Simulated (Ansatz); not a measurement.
AlFH$_{4}$SSi

The calculation's input:

```
crystal:
  periodic: [false, false, false]
  atoms:
    - { symbol: F, position_ang: [-1.4284, -1.5787, 0.5434] }
    - { symbol: Si, position_ang: [-0.0796, -0.6162, 0.7135] }
    - { symbol: Al, position_ang: [-0.3886, 1.4689, -0.378] }
    - { symbol: S, position_ang: [1.6577, -1.6431, -0.167] }
    - { symbol: H, position_ang: [0.1858, -0.4001, 2.1272] }
    - { symbol: H, position_ang: [-1.57644, 2.42534, 0.03306] }
    - { symbol: H, position_ang: [0.56777, 1.84226, -1.62072] }
    - { symbol: H, position_ang: [1.0123, -1.6451, -1.4383] }
basis:
  gaussian: { orbitals: def2-SVP }
hamiltonian:
  xc: pbe0
  dispersion: d4
relax:
  f_tol: 0.015
  max_steps: 40
output:
  orbitals: {}
```

Run with:

```sh
ansatz run input.yaml --threads 1 --pin off --max-ram 2048MiB --backend cpu --events-out ev --progress --plain --runs-dir out
```

The fields are those of the relaxed geometry.

Level of theory: RKS PBE0-D4/def2-SVP in Ansatz.

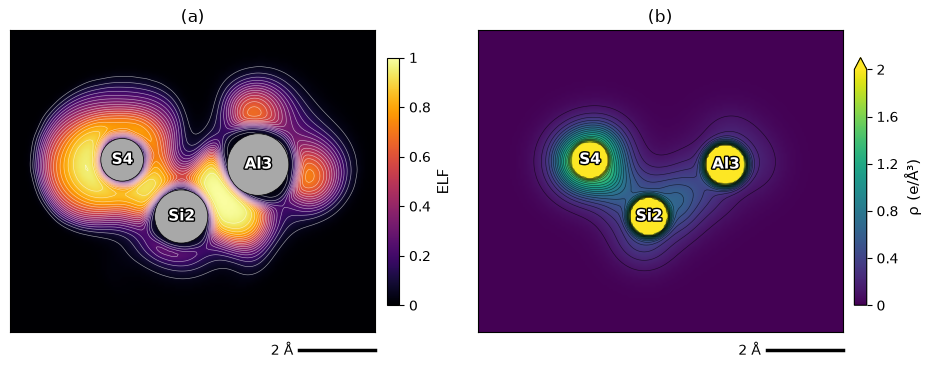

Figure 1. (a) electron localisation function; (b) electron density on the plane of atoms Al3, Si2 and S4. Grey discs cover the atomic cores in the ELF map.

What do the fields say about this system?

- The section cuts through Si, Al and S sites.
- Si–S (2.15 Å): the density is about 0.8 e/Å³ at the midpoint; the ELF peaks at about 0.90 between the atoms, as expected for a covalent bond.
- Al–Si (2.44 Å): ρ is about 0.54 e/Å³ halfway; the ELF peaks at about 1 between the atoms; a shared electron pair.
- The ELF also peaks beside S4, away from the bonds: lone-pair regions.

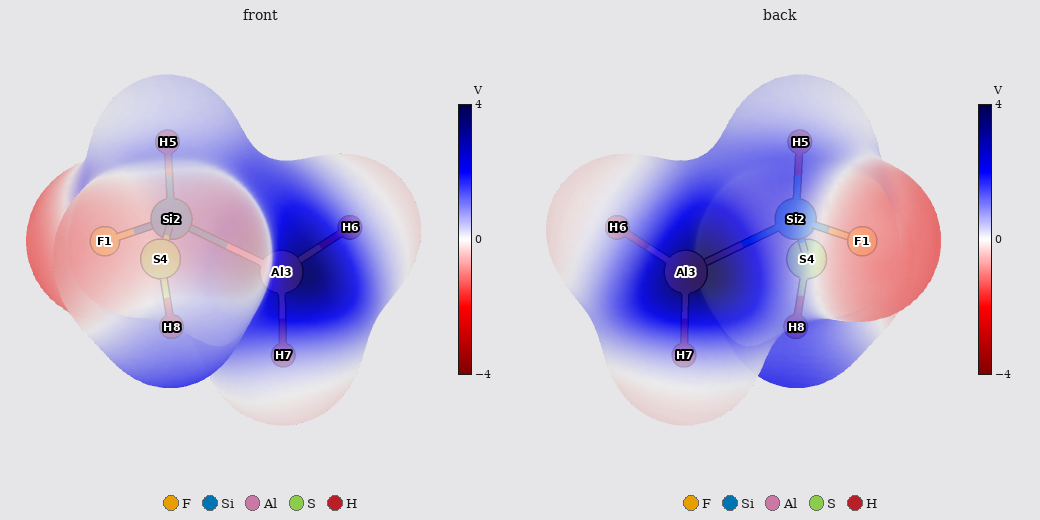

Figure 2. The electrostatic potential painted on the density surface at 0.002 e/bohr³, seen from the front and from behind; the colour scale runs from red (negative) to blue (positive).

Describe the electrostatic potential map.

The most negative region (about −1.1 V, or −25 kcal/mol for a unit charge) lies over F1, the most positive (about +3.8 V, or +88 kcal/mol for a unit charge) over Al3.

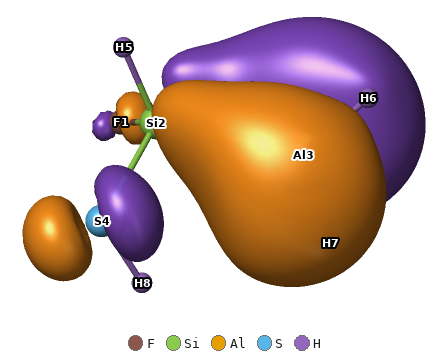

Figure 3. One frontier orbital at ±0.08 Å⁻³ᐟ² (orange and purple are the two phases), seen at a tilt.

Which orbital is it: HOMO or LUMO?

The LUMO, at −2.32 eV. It lies mainly on Al3 (about 70 %), Si2 (about 15 %) and S4 (about 5 %).

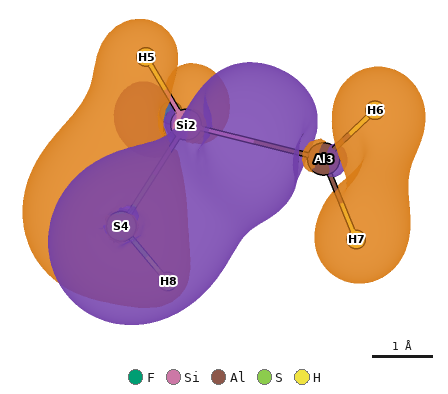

Figure 4. The HOMO−1 at ±0.06 Å⁻³ᐟ² (orange and purple are the two phases), seen at a tilt.

Describe this orbital and give its energy.

Its weight (Hirshfeld) is mainly on S4 (about 60 %), Si2 (about 15 %) and Al3 (about 10 %). Its energy is −8.26 eV.
